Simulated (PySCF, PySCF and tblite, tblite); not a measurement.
# C₇H₇N: conformers and averaged spectra

Which conformers does C₇H₇N (`C=Cc1ccncc1`) populate, and what do their averaged NMR parameters look like?

Computed with tblite 0.8.0 (tight binding) and PySCF 2.14.0 (DFT, with response routines of our own); each step states its level. Atoms count from 0 throughout.

## (1) The molecule as given

15 atoms, charge 0, multiplicity 1; geometry from: MMFF94s geometry.

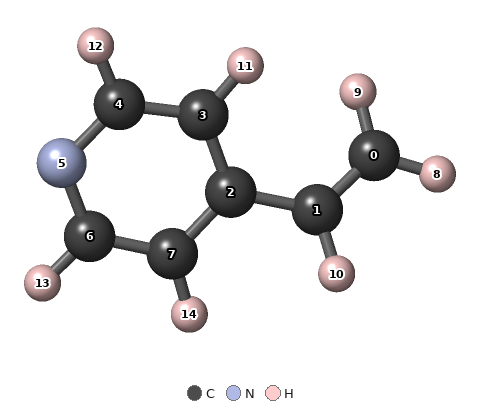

The starting geometry (carbon dark grey, nitrogen light blue, hydrogen pink), atoms numbered.

## (2) GFN2-xTB relaxation, conformer 1

Job settings and geometry (Å):

```
{"job": {"xc": "GFN2-xTB", "basis": "xTB", "kind": "relax"}, "charge": 0, "multiplicity": 1}
C      2.609100     0.279500    -0.275000
C      1.619400    -0.453800     0.256600
C      0.197600    -0.190400     0.118800
C     -0.327700     1.115000     0.016800
C     -1.700400     1.269000    -0.076700
N     -2.584800     0.247800    -0.104700
C     -2.062000    -0.990200    -0.003600
C     -0.700700    -1.253500     0.119700
H      3.646100     0.007200    -0.122800
H      2.399800     1.154600    -0.882500
H      1.886300    -1.341200     0.845500
H      0.310900     1.977700     0.052100
H     -2.144200     2.262600    -0.147700
H     -2.786000    -1.800600    -0.014600
H     -0.367700    -2.275700     0.196100
```

Command:

```
> OMP_NUM_THREADS=1 python ens_run.py task.json out
```

One launch serves the whole session.

What it wrote:

```text
step      E/eV     max force
  0    -583.05147    1.588
  1    -583.10260    0.578
  2    -583.11096    0.302
  3    -583.11490    0.159
  4    -583.11744    0.096
  5    -583.11810    0.063
  6    -583.11854    0.059
  7    -583.11905    0.050
  8    -583.11945    0.053
  9    -583.11974    0.055
 10    -583.12003    0.052
 11    -583.12034    0.053
 12    -583.12065    0.043
 13    -583.12097    0.050
 14    -583.12134    0.054
 15    -583.12182    0.068
 16    -583.12235    0.080
 17    -583.12286    0.059
 18    -583.12331    0.057
 19    -583.12371    0.055
 20    -583.12404    0.054
 21    -583.12430    0.045
 22    -583.12456    0.039
 23    -583.12456    0.039
 24    -583.12469    0.030
 25    -583.12494    0.028
 26    -583.12500    0.029
 27    -583.12523    0.029
 28    -583.12540    0.052
 29    -583.12554    0.030
 30    -583.12564    0.030
 31    -583.12576    0.033
 32    -583.12587    0.031
 33    -583.12596    0.029
 34    -583.12606    0.031
 35    -583.12618    0.038
 36    -583.12632    0.037
 37    -583.12645    0.032
 38    -583.12658    0.035
 39    -583.12674    0.032
 40    -583.12698    0.052
 41    -583.12731    0.061
 42    -583.12772    0.072
 43    -583.12822    0.066
 44    -583.12880    0.063
 45    -583.12939    0.071
 46    -583.12986    0.048
 47    -583.13017    0.038
 48    -583.13039    0.038
 49    -583.13065    0.048
 50    -583.13097    0.049
 51    -583.13127    0.051
 52    -583.13123    0.060
 53    -583.13161    0.042
 54    -583.13174    0.033
 55    -583.13206    0.037
 56    -583.13216    0.038
 57    -583.13237    0.040
 58    -583.13250    0.033
 59    -583.13266    0.027
 60    -583.13273    0.031
 61    -583.13283    0.035
 62    -583.13293    0.031
 63    -583.13302    0.021
 64    -583.13308    0.017
 65    -583.13312    0.016
 66    -583.13318    0.018
 67    -583.13322    0.015
 68    -583.13325    0.010
 69    -583.13327    0.009
 70    -583.13328    0.008
 71    -583.13329    0.009
 72    -583.13330    0.008
 73    -583.13331    0.007
 74    -583.13332    0.009
 75    -583.13334    0.009
 76    -583.13335    0.009
 77    -583.13336    0.006
 78    -583.13337    0.008
 79    -583.13337    0.006
 80    -583.13338    0.005
 81    -583.13338    0.005
 82    -583.13339    0.005
 83    -583.13339    0.005
 84    -583.13339    0.005
```

Run time: 0.45 s. Hardware: 1 thread of Arm Neoverse V1, shared host.

Relaxing gained 0.082 eV and moved the atoms by 0.27 Å on average (rms).

## (3) Shieldings, conformer 1: mPW1PW91/pcSseg-1 in chloroform

Job settings and geometry (Å):

```
{"job": {"xc": "mPW1PW91", "basis": "pcSseg-1", "solvent": "chloroform", "kind": "nmr", "pop": true}, "charge": 0, "multiplicity": 1}
C      2.612990     0.355064    -0.096567
C      1.623962    -0.510802     0.087284
C      0.197067    -0.213477     0.041622
C     -0.321148     1.072102    -0.128896
C     -1.693589     1.243974    -0.157818
N     -2.561903     0.253729    -0.032197
C     -2.079296    -0.966642     0.131097
C     -0.726417    -1.253146     0.175871
H      3.643131     0.046414    -0.048266
H      2.443626     1.397579    -0.305416
H      1.859661    -1.549283     0.286681
H      0.329855     1.925187    -0.232927
H     -2.126475     2.227854    -0.287197
H     -2.818485    -1.750968     0.232612
H     -0.387392    -2.269594     0.312205
```

What it wrote:

```text
coarse grid: 13008 points
cycle   1  E = -325.4875405626  dE =  1.395e+00  |g| = 3.487e-01  |ddm| = 3.821e+00
cycle   2  E = -325.4920659389  dE = -4.525e-03  |g| = 3.525e-01  |ddm| = 8.266e-01
cycle   3  E = -325.5197554460  dE = -2.769e-02  |g| = 7.431e-02  |ddm| = 3.676e-01
cycle   4  E = -325.5206888759  dE = -9.334e-04  |g| = 3.275e-02  |ddm| = 7.948e-02
cycle   5  E = -325.5209302266  dE = -2.414e-04  |g| = 9.154e-03  |ddm| = 4.060e-02
cycle   6  E = -325.5209510634  dE = -2.084e-05  |g| = 2.765e-03  |ddm| = 1.047e-02
cycle   7  E = -325.5209528875  dE = -1.824e-06  |g| = 4.278e-04  |ddm| = 2.170e-03
final grid: 127056 points
cycle   8  E = -325.5690367656  dE = -3.559e-05  |g| = 5.059e-03  |ddm| = 4.609e-02
cycle   9  E = -325.5690375546  dE = -7.889e-07  |g| = 4.993e-03  |ddm| = 1.026e-02
cycle  10  E = -325.5690434350  dE = -5.880e-06  |g| = 8.311e-04  |ddm| = 4.925e-03
cycle  11  E = -325.5690435792  dE = -1.442e-07  |g| = 2.426e-04  |ddm| = 9.058e-04
cycle  12  E = -325.5690435912  dE = -1.197e-08  |g| = 8.378e-05  |ddm| = 2.921e-04
cycle  13  E = -325.5690435929  dE = -1.710e-09  |g| = 1.810e-05  |ddm| = 8.098e-05
cycle  14  E = -325.5690435930  dE = -8.083e-11  |g| = 3.592e-06  |ddm| = 1.823e-05
converged SCF energy = -325.5690435930

GIAO shielding tensors (ppm)
atom      isotropic    diamagn.    paramagn.     s11        s22        s33       span
  0 C       59.744     256.066    -196.322    -56.140     61.648    173.724    229.864
  1 C       42.919     250.722    -207.803    -70.759     55.638    143.878    214.637
  2 C       36.394     259.260    -222.866    -65.081     -5.081    179.344    244.426
  3 C       63.943     254.907    -190.964    -44.075     54.282    181.623    225.697
  4 C       30.222     250.595    -220.373    -80.197     24.782    146.081    226.278
  5 N      -81.158     333.649    -414.807   -381.596   -167.706    305.827    687.423
  6 C       28.919     250.481    -221.562    -82.187     23.564    145.381    227.568
  7 C       56.136     254.258    -198.122    -46.085     51.311    163.182    209.266
  8 H       25.671      28.027      -2.356     23.565     24.495     28.951      5.386
  9 H       24.990      32.680      -7.690     22.824     23.111     29.034      6.210
 10 H       24.752      31.599      -6.847     22.095     23.498     28.663      6.568
 11 H       23.773      34.249     -10.475     20.068     23.020     28.232      8.164
 12 H       22.801      29.365      -6.564     18.804     22.698     26.901      8.098
 13 H       22.816      28.987      -6.172     19.006     22.696     26.744      7.738
 14 H       24.416      33.221      -8.805     21.609     23.305     28.333      6.724
```

Run time: 25 s. Hardware: 1 thread of Arm Neoverse V1, shared host; peak memory 0.87 GiB.

This run: HOMO -7.28 eV, LUMO -1.56 eV; dipole 3.20 D.

Orbitals, density, ELF and potential are computed afterwards from the orbital file.

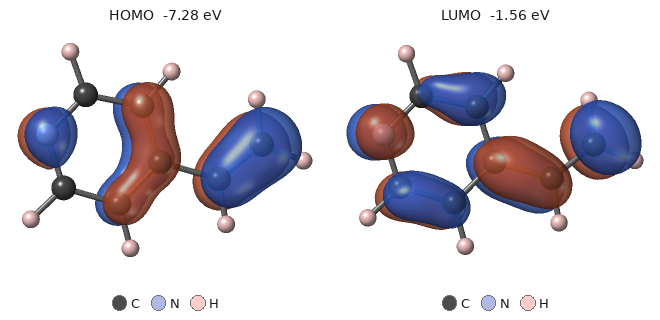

Frontier orbitals at mPW1PW91/pcSseg-1; each surface holds 70 % of the orbital's density, blue and red mark the sign.

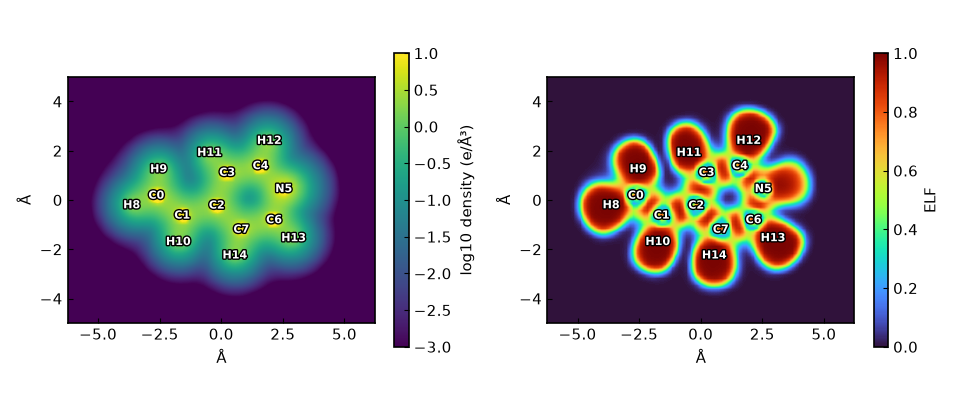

Density (left) and ELF (right) in a plane through or near 15 of the atoms.

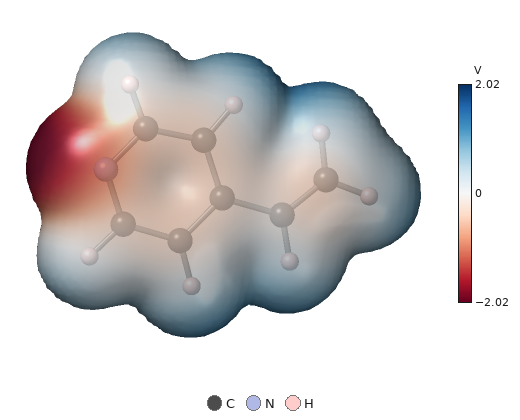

Electrostatic potential on the surface of density 0.002 e/bohr³; red is low, blue high. It runs, from the 1st to the 99th percentile, from -2.02 V near N5 to 1.31 V near H11.

## (4) Single-point energy, conformer 1: B3LYP/def2-SVP in chloroform

The job, as its differences from that of step 3:

```diff
@@ -1,2 +1,2 @@
-{"job": {"xc": "mPW1PW91", "basis": "pcSseg-1", "solvent": "chloroform", "kind": "nmr", "pop": true}, "charge": 0, "multiplicity": 1}
+{"job": {"xc": "B3LYP", "basis": "def2-SVP", "solvent": "chloroform", "kind": "sp"}, "charge": 0, "multiplicity": 1}
 C      2.612990     0.355064    -0.096567
```

What it wrote:

```text
coarse grid: 13008 points
cycle   1  E = -325.3516026136  dE =  1.259e+00  |g| = 3.711e-01  |ddm| = 4.585e+00
cycle   2  E = -325.3503932624  dE =  1.209e-03  |g| = 4.028e-01  |ddm| = 9.428e-01
cycle   3  E = -325.3888590977  dE = -3.847e-02  |g| = 8.412e-02  |ddm| = 4.486e-01
cycle   4  E = -325.3901917897  dE = -1.333e-03  |g| = 3.357e-02  |ddm| = 9.878e-02
cycle   5  E = -325.3904479409  dE = -2.562e-04  |g| = 1.081e-02  |ddm| = 4.603e-02
cycle   6  E = -325.3904787774  dE = -3.084e-05  |g| = 2.877e-03  |ddm| = 1.429e-02
cycle   7  E = -325.3904807946  dE = -2.017e-06  |g| = 5.363e-04  |ddm| = 2.894e-03
final grid: 127056 points
cycle   8  E = -325.4525364366  dE = -4.045e-05  |g| = 4.866e-03  |ddm| = 4.299e-02
cycle   9  E = -325.4525367349  dE = -2.983e-07  |g| = 4.929e-03  |ddm| = 1.099e-02
cycle  10  E = -325.4525429970  dE = -6.262e-06  |g| = 7.732e-04  |ddm| = 5.370e-03
cycle  11  E = -325.4525431332  dE = -1.362e-07  |g| = 1.996e-04  |ddm| = 8.695e-04
cycle  12  E = -325.4525431412  dE = -7.964e-09  |g| = 8.639e-05  |ddm| = 2.827e-04
cycle  13  E = -325.4525431432  dE = -1.994e-09  |g| = 1.521e-05  |ddm| = 1.022e-04
cycle  14  E = -325.4525431432  dE = -5.650e-11  |g| = 2.223e-06  |ddm| = 1.809e-05
converged SCF energy = -325.4525431432
```

Run time: 7.1 s. Hardware: 1 thread of Arm Neoverse V1, shared host; peak memory 0.72 GiB.

Key values: HOMO -6.90 eV, LUMO -1.53 eV; dipole 2.97 D.

## (5) Couplings, conformer 1: B3LYP/6-31G*+pcJ-1

The job, as its differences from that of step 4:

```diff
@@ -1,2 +1,2 @@
-{"job": {"xc": "B3LYP", "basis": "def2-SVP", "solvent": "chloroform", "kind": "sp"}, "charge": 0, "multiplicity": 1}
+{"job": {"xc": "B3LYP", "basis": {"default": "6-31G*", "H": "pcJ-1"}, "nuclei": ["H", "F", "P", "Si", "B"], "kind": "j"}, "charge": 0, "multiplicity": 1}
 C      2.612990     0.355064    -0.096567
```

What it wrote:

```text
coarse grid: 13008 points
cycle   1  E = -325.7023565946  dE =  1.343e+00  |g| = 4.174e-01  |ddm| = 3.945e+00
cycle   2  E = -325.6986058218  dE =  3.751e-03  |g| = 4.584e-01  |ddm| = 1.036e+00
cycle   3  E = -325.7489684619  dE = -5.036e-02  |g| = 1.098e-01  |ddm| = 5.599e-01
cycle   4  E = -325.7513003403  dE = -2.332e-03  |g| = 4.065e-02  |ddm| = 1.247e-01
cycle   5  E = -325.7516849918  dE = -3.847e-04  |g| = 1.473e-02  |ddm| = 5.652e-02
cycle   6  E = -325.7517433361  dE = -5.834e-05  |g| = 3.622e-03  |ddm| = 1.711e-02
cycle   7  E = -325.7517462856  dE = -2.950e-06  |g| = 9.597e-04  |ddm| = 3.330e-03
final grid: 127056 points
cycle   8  E = -325.6878160826  dE = -3.778e-05  |g| = 6.239e-03  |ddm| = 3.392e-02
cycle   9  E = -325.6878152285  dE =  8.541e-07  |g| = 6.650e-03  |ddm| = 1.369e-02
cycle  10  E = -325.6878265085  dE = -1.128e-05  |g| = 1.189e-03  |ddm| = 6.943e-03
cycle  11  E = -325.6878268614  dE = -3.529e-07  |g| = 2.812e-04  |ddm| = 1.279e-03
cycle  12  E = -325.6878268780  dE = -1.657e-08  |g| = 1.344e-04  |ddm| = 3.910e-04
cycle  13  E = -325.6878268828  dE = -4.790e-09  |g| = 2.665e-05  |ddm| = 1.457e-04
cycle  14  E = -325.6878268829  dE = -1.348e-10  |g| = 1.363e-05  |ddm| = 3.515e-05
converged SCF energy = -325.6878268829

Indirect spin-spin couplings (Hz)
  i      j    bonds     total        FC       PSO       DSO        SD
  8 H    9 H    2     -1.371    -0.704     2.816    -3.482         -
  8 H   10 H    3     12.330    12.790     0.122    -0.582         -
  8 H   12 H    6     -0.426    -0.118     0.631    -0.939         -
  8 H   13 H    6     -0.320    -0.004     0.605    -0.921         -
  8 H   14 H    5      0.176     0.403     0.536    -0.763         -
  9 H   10 H    3     17.300    18.880     1.669    -3.250         -
  9 H   11 H    5      0.828    -0.131    -2.058     3.017         -
  9 H   12 H    6     -0.153    -0.084     0.192    -0.262         -
  9 H   13 H    6     -0.496    -0.139     0.644    -1.001         -
 10 H   11 H    4     -1.180    -0.574     1.126    -1.732         -
 10 H   12 H    5      0.256     0.714     0.919    -1.377         -
 10 H   14 H    4      0.182    -0.514    -1.216     1.913         -
 11 H   12 H    3      5.942     6.086     0.177    -0.320         -
 11 H   13 H    5      0.293     0.978     1.254    -1.939         -
 11 H   14 H    4      0.976     1.678     1.271    -1.973         -
 12 H   13 H    4     -1.415    -0.662     1.347    -2.100         -
 12 H   14 H    5      0.180     0.869     1.267    -1.957         -
 13 H   14 H    3      5.585     5.750     0.229    -0.393         -
```

Run time: 19 s. Hardware: 1 thread of Arm Neoverse V1, shared host; peak memory 0.93 GiB.

This run: HOMO -6.76 eV, LUMO -1.36 eV; dipole 2.36 D.

## (6) Excited states, conformer 1: CAM-B3LYP/def2-SVPD in chloroform

The job, as its differences from that of step 5:

```diff
@@ -1,2 +1,2 @@
-{"job": {"xc": "B3LYP", "basis": {"default": "6-31G*", "H": "pcJ-1"}, "nuclei": ["H", "F", "P", "Si", "B"], "kind": "j"}, "charge": 0, "multiplicity": 1}
+{"job": {"xc": "CAM-B3LYP", "basis": "def2-SVPD", "nstates": 6, "ntriplets": 0, "solvent": "chloroform", "kind": "uv"}, "charge": 0, "multiplicity": 1}
 C      2.612990     0.355064    -0.096567
```

What it wrote:

```text
coarse grid: 13008 points
cycle   1  E = -325.1866756047  dE =  1.574e+00  |g| = 3.272e-01  |ddm| = 1.289e+01
cycle   2  E = -325.2003112607  dE = -1.364e-02  |g| = 2.965e-01  |ddm| = 4.724e+00
cycle   3  E = -325.2180039549  dE = -1.769e-02  |g| = 6.454e-02  |ddm| = 2.579e+00
cycle   4  E = -325.2188147524  dE = -8.108e-04  |g| = 2.869e-02  |ddm| = 5.951e-01
cycle   5  E = -325.2190215422  dE = -2.068e-04  |g| = 5.845e-03  |ddm| = 1.282e-01
cycle   6  E = -325.2190305109  dE = -8.969e-06  |g| = 1.699e-03  |ddm| = 3.923e-02
final grid: 127056 points
cycle   7  E = -325.2833941660  dE = -3.571e-05  |g| = 3.169e-03  |ddm| = 2.189e-01
cycle   8  E = -325.2833947147  dE = -5.488e-07  |g| = 3.029e-03  |ddm| = 3.051e-02
cycle   9  E = -325.2833969862  dE = -2.271e-06  |g| = 3.850e-04  |ddm| = 1.101e-02
cycle  10  E = -325.2833970198  dE = -3.353e-08  |g| = 1.626e-04  |ddm| = 1.366e-03
cycle  11  E = -325.2833970266  dE = -6.853e-09  |g| = 5.028e-05  |ddm| = 1.279e-03
cycle  12  E = -325.2833970272  dE = -5.945e-10  |g| = 1.086e-05  |ddm| = 1.574e-04
converged SCF energy = -325.2833970272

Static polarisability (au): isotropic 113.236, principal 62.887 116.792 160.028

Singlet excitations
state   eV       nm        f      main configurations
  1   4.9448    250.7   0.00396   H-2->L 0.91
  2   5.1725    239.7   0.42710   H->L 0.76, H-1->L 0.13
  3   5.2147    237.8   0.10031   H-1->L 0.62, H->L 0.20, H->L+1 0.14
  4   5.6031    221.3   0.00016   H-2->L+1 0.99
  5   6.3930    193.9   0.30701   H->L+1 0.76, H-1->L 0.21
  6   6.6336    186.9   0.44831   H-1->L+1 0.88
```

It took 39 s on 1 thread of Arm Neoverse V1, shared host; peak memory 1.1 GiB.

Key values: HOMO -8.45 eV, LUMO -0.50 eV; dipole 3.28 D; S1 4.94 eV.

## (7) Boltzmann average: properties at mPW1PW91/pcSseg-1 in chloroform

Job settings and geometry (Å):

```
{"job": {"study": "conf", "smiles": "C=Cc1ccncc1", "search": {"seed": 9613, "n_embed": 60, "ff_keep": 14, "window": 3.0, "nmax": 4, "temps": [150, 200, 250, 298.15, 400], "t_ref": 298.15, "order": 0.001}, "level": {"nmr": {"xc": "mPW1PW91", "basis": "pcSseg-1", "solvent": "chloroform"}, "sp": {"xc": "B3LYP", "basis": "def2-SVP", "solvent": "chloroform"}, "j": {"xc": "B3LYP", "basis": {"default": "6-31G*", "H": "pcJ-1"}, "nuclei": ["H", "F", "P", "Si", "B"]}, "uv": {"xc": "CAM-B3LYP", "basis": "def2-SVPD", "nstates": 6, "ntriplets": 0, "solvent": "chloroform"}}, "kind": "conf"}, "charge": 0, "multiplicity": 1}
C      2.612990     0.355064    -0.096567
C      1.623962    -0.510802     0.087284
C      0.197067    -0.213477     0.041622
C     -0.321148     1.072102    -0.128896
C     -1.693589     1.243974    -0.157818
N     -2.561903     0.253729    -0.032197
C     -2.079296    -0.966642     0.131097
C     -0.726417    -1.253146     0.175871
H      3.643131     0.046414    -0.048266
H      2.443626     1.397579    -0.305416
H      1.859661    -1.549283     0.286681
H      0.329855     1.925187    -0.232927
H     -2.126475     2.227854    -0.287197
H     -2.818485    -1.750968     0.232612
H     -0.387392    -2.269594     0.312205
```

What it wrote:

```text
conformer  sym    E(xTB)   E(DFT)   G(298.15 K)  weight  dipole/D
    1     C1      0.000    0.000    0.000   1.0000    2.971

mean shielding (ppm) by class
class atoms           150 K      200 K      250 K   298.15 K      400 K
  0 C  0             59.744     59.744     59.744     59.744     59.744
  1 C  1             42.919     42.919     42.919     42.919     42.919
  2 C  2             36.394     36.394     36.394     36.394     36.394
  3 C  3,7            60.04      60.04      60.04      60.04      60.04
  4 C  4,6           29.571     29.571     29.571     29.571     29.571
  5 N  5            -81.158    -81.158    -81.158    -81.158    -81.158
  6 H  8             25.671     25.671     25.671     25.671     25.671
  7 H  9              24.99      24.99      24.99      24.99      24.99
  8 H  10            24.752     24.752     24.752     24.752     24.752
  9 H  11,14         24.095     24.095     24.095     24.095     24.095
 10 H  12,13         22.808     22.808     22.808     22.808     22.808
```

Wall time 92 s (1 thread of Arm Neoverse V1, shared host). This counts the runs that the step sums up.

The search (ETKDG and KDG, MMFF94s, GFN2-xTB) embedded 60 structures, kept 1 distinct ones after the force field and 1 after xTB; 1 was carried on (window 3.0 kcal/mol at the search's own energies). Energies: B3LYP/def2-SVP in chloroform with D3(BJ).

The conformers at 298 K:

| no. | group | mirror pair | ΔE xTB | ΔE DFT | ΔG | weight (%) | μ (D) | C0–C1–C2–C3 (°) | A, B, C (GHz) |
| --- | --- | --- | --- | --- | --- | --- | --- | --- | --- |
| 1 | C1 | no | 0.00 | 0.00 | 0.00 | 100.0 | 2.97 | -4 | 5.51, 1.57, 1.22 |

Energies in kcal/mol. ΔG holds xTB vibrations and rotation, symmetry numbers and mirror pairs.

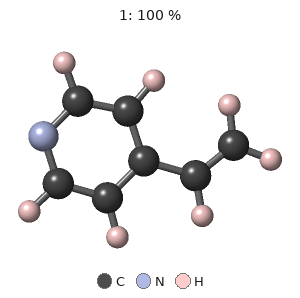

The one conformer.

Shifts against references run at the same level (1H TMS 31.75, 13C TMS 186.7 ppm of shielding), by class of atoms, at 298 K:

| atoms | environment | average | measured |
| --- | --- | --- | --- |
| C4, C6 | aromatic CH next to a ring nitrogen | 157.2 | – |
| C2 | substituted aromatic carbon | 150.3 | – |
| C1 | alkene CH | 143.8 | – |
| C0 | terminal =CH2 carbon | 127.0 | – |
| C3, C7 | aromatic CH | 126.7 | – |
| H12, H13 | hydrogen on an aromatic CH next to a ring nitrogen | 8.94 | – |
| H11, H14 | hydrogen on an aromatic CH | 7.65 | – |
| H10 | hydrogen on an alkene CH | 7.00 | 6.61 |
| H9 | hydrogen on a terminal =CH2 carbon | 6.76 | 5.91 |
| H8 | hydrogen on a terminal =CH2 carbon | 6.08 | 5.42 |
| N5 | pyridine-type ring nitrogen | -81.2 (σ) | – |

Measured: solution, not stated per compound (mostly CDCl3 or CCl4); Pretsch, Buehlmann, Badertscher, Structure Determination of Organic Compounds, 4th ed. (2009).

Couplings (Hz, B3LYP/6-31G*+pcJ-1; one pair named for each class), from conformers that hold 100 % of the weight:

| pair | bonds | average |
| --- | --- | --- |
| H8–H9 | 2 | -1.4 |
| H9–H10 | 3 | 17.3 |
| H8–H10 | 3 | 12.3 |
| H11–H12 | 3 | 5.8 |
| H12–H13 | 4 | -1.4 |
| H11–H14 | 4 | 1.0 |
| H10–H11 | 4 | -0.5 |

Effective distances for nuclear Overhauser effects, ⟨r⁻⁶⟩^(−1/6) over all pairs of two classes (Å): H8···H9 1.82; H8···H10 2.42; H9···H11 2.44; H10···H11 2.63; H11···H12 2.78; H9···H10 3.06.

Lowest and brightest singlet by conformer (CAM-B3LYP/def2-SVPD in chloroform): no. 1 4.94 and 6.63 eV.

## (8) What came out

| quantity | value |
| --- | --- |
| conformers | 1; the first in weight is no. 1 (C1), 100 % at 298 K |
| root-mean-square dipole | 2.97 D |
| averaged 13C shifts (mPW1PW91/pcSseg-1 in chloroform) | 157.2, 150.3, 143.8, 127.0, 126.7 ppm |
| averaged 1H shifts (mPW1PW91/pcSseg-1 in chloroform) | 8.94, 7.65, 7.00, 6.76, 6.08 ppm |

What this shows: The search found one conformer in the window, so the averages are its own values. Against 3 measured 1H shifts the average misses by 0.63 ppm. Vibration is missing from the shifts, so part of that gap is not the functional's.
